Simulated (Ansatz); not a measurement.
A series of calculations on CH4FO

**1. Relaxation**

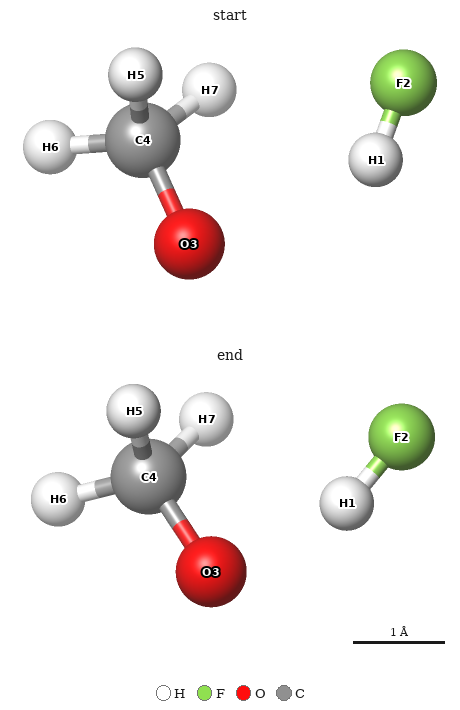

The structure of CH4FO (multiplicity 2) before (top) and after (bottom) a relaxation, at one scale.

A ball-and-stick model, seen at a tilt.

The run prepares an end point of a later path (reaction) calculation, from a guessed geometry.

Theory: Ansatz 0.2.0, UKS PBE-D4/def2-SVP.

The input:
```yaml
crystal:
  periodic: [false, false, false]
  atoms:
    - { symbol: H, position_ang: [-0.521232, -1.755447, -0.274925] }
    - { symbol: F, position_ang: [0.272586, -2.156599, -0.043893] }
    - { symbol: O, position_ang: [-1.165091, 0.410805, -0.330522] }
    - { symbol: C, position_ang: [0.070144, 0.824627, 0.024757] }
    - { symbol: H, position_ang: [0.188363, 0.583433, 1.124685] }
    - { symbol: H, position_ang: [0.275507, 1.918987, -0.09431] }
    - { symbol: H, position_ang: [0.879724, 0.174094, -0.405892] }
magnetization:
  spin_polarized: true
  initial_magnetization: 1
basis:
  gaussian: { orbitals: def2-SVP }
hamiltonian:
  xc: pbe
  dispersion: d4
relax:
  f_tol: 0.03
  max_steps: 50
output:
  orbitals: {}
```

Command:
```bash
ansatz run input.yaml --threads 2 --pin off --max-ram 3072MiB --backend cpu --events-out ev --progress --plain --runs-dir out
```

### Describe what moved and what it gained.

After 4 accepted moves (6 points after the start) the energy has fallen by 16.0 kJ/mol. The largest force component goes from 1.1 to 0.011 eV/Å. The line search rejected the trial steps at points 3, 5 of the run. The largest move after the best rigid fit is that of H1, 0.32 Å. By element the largest moves are H 0.32 Å, O 0.28 Å, F 0.16 Å, C 0.08 Å. Some distances before and after: H1–F2 0.919 → 0.958 Å, C4–H6 1.120 → 1.115 Å.

Limits of the set-up: the start holds two separate molecules, 2.3 Å apart at their closest, whose relative position is a soft coordinate.

**2. Relaxation**

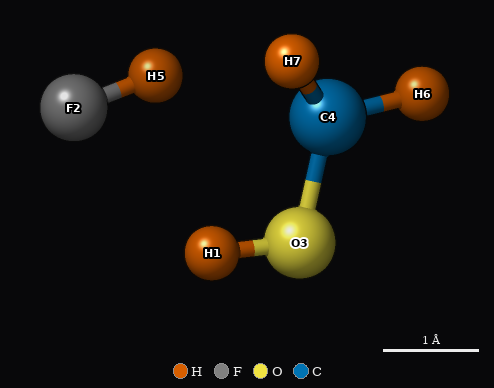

This is the input geometry for a relaxation of CH₄FO (multiplicity 2). The picture is a ball-and-stick view, seen face on.

The run prepares an end point of a later path (reaction) calculation, from a guessed geometry.

All numbers below come from Ansatz 0.2.0, UKS PBE-D4/def2-SVP.

Input file:
```yaml
crystal:
  periodic: [false, false, false]
  atoms:
    - { symbol: H, position_ang: [-0.843011, -0.738256, -0.736775] }
    - { symbol: F, position_ang: [0.403503, -1.756403, 0.729549] }
    - { symbol: O, position_ang: [-1.040605, 0.209983, -0.602584] }
    - { symbol: C, position_ang: [0.069777, 0.787355, -0.079255] }
    - { symbol: H, position_ang: [0.428022, -0.824243, 0.951198] }
    - { symbol: H, position_ang: [-0.079119, 1.842546, 0.199873] }
    - { symbol: H, position_ang: [1.061434, 0.478918, -0.462106] }
magnetization:
  spin_polarized: true
  initial_magnetization: 1
basis:
  gaussian: { orbitals: def2-SVP }
hamiltonian:
  xc: pbe
  dispersion: d4
relax:
  f_tol: 0.03
  max_steps: 50
```

Command:
```bash
ansatz run input.yaml --threads 2 --pin off --max-ram 3072MiB --backend cpu --events-out ev --progress --plain --runs-dir out
```

### Predict the outcome.

Over 6 geometry steps the energy falls by 0.98 kJ/mol. Largest force component: 0.21 eV/Å at the start, 0.0057 eV/Å at the end. H1 moves most after the best rigid fit: 0.12 Å. By element the largest moves are H 0.12 Å, F 0.10 Å, O 0.03 Å, C 0.03 Å. Some distances before and after: H1–O3 0.978 → 0.985 Å. Cost: 5.4 s on 2 threads of AMD EPYC 9R14 (Zen 4) (shared host), peak memory 0.15 GiB.

The structure at the end:

```xyz
7

H    -0.7969   -0.7681   -0.6349
F     0.3541   -1.7611    0.6451
O    -1.0221    0.1892   -0.5876
C     0.0708    0.8161   -0.0838
H     0.4133   -0.8533    0.9439
H    -0.0925    1.8800    0.1497
H     1.0734    0.4970   -0.4324
```

After the run, drawn alike:

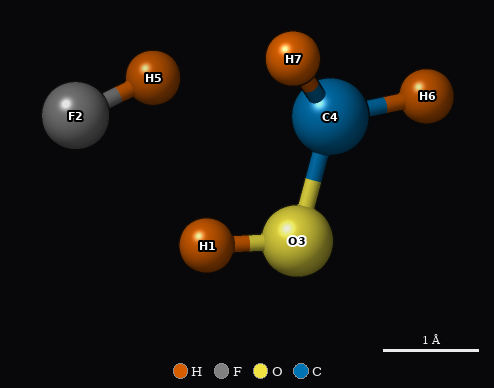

**3. Path**

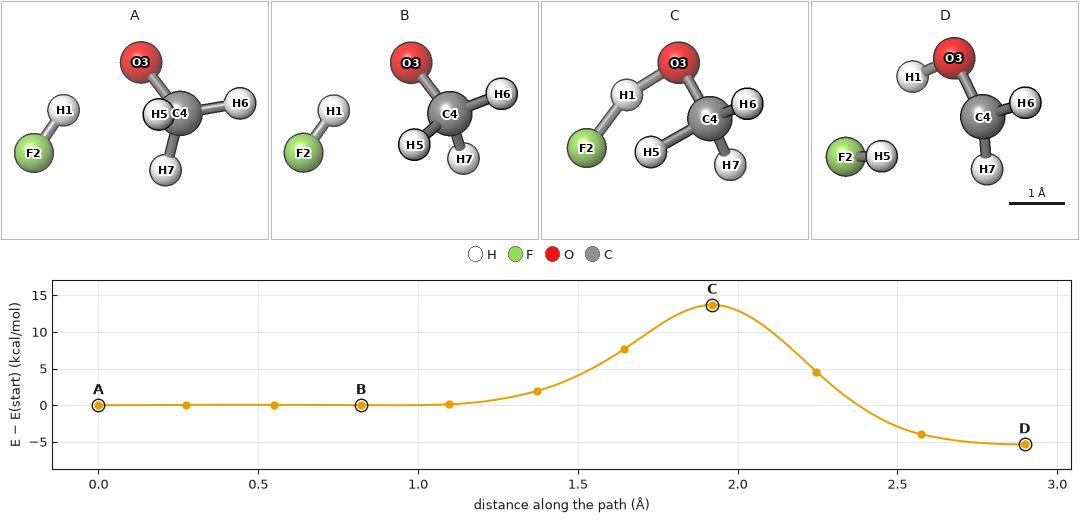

A nudged-elastic-band calculation for CH4FO (multiplicity 2). Images are numbered from 0 (start) to 10 (end). Frames A to D are images 0, 3, 7, 10. The picture is a ball-and-stick view, seen at a tilt.

Theory: UKS PBE-D4/def2-SVP (Ansatz 0.2.0). Settings: 9 movable images; climbing image; force threshold 0.05 eV/Å; iteration limit 60; starting path through a guess of the saddle point.

> Read off the barrier and say what moves.

The highest point, image 7, lies 13.7 kcal/mol above the start and 19.0 kcal/mol above the end; the end is at −5.3 kcal/mol relative to the start. Breaking: C4–H5 (1.13 → 1.26 at the top → 1.99 Å), H1–F2 (0.96 → 1.26 at the top → 1.99 Å). Forming: F2–H5 (2.99 → 1.44 at the top → 0.96 Å), H1–O3 (1.68 → 1.16 at the top → 0.98 Å). The band converged in 12 iterations. The largest component of the band force went from 3.1 to 0.022 eV/Å. The climbing image converged on the top of the path. Its vibrational analysis gives one imaginary mode (1202i cm⁻¹), as a transition state must have.
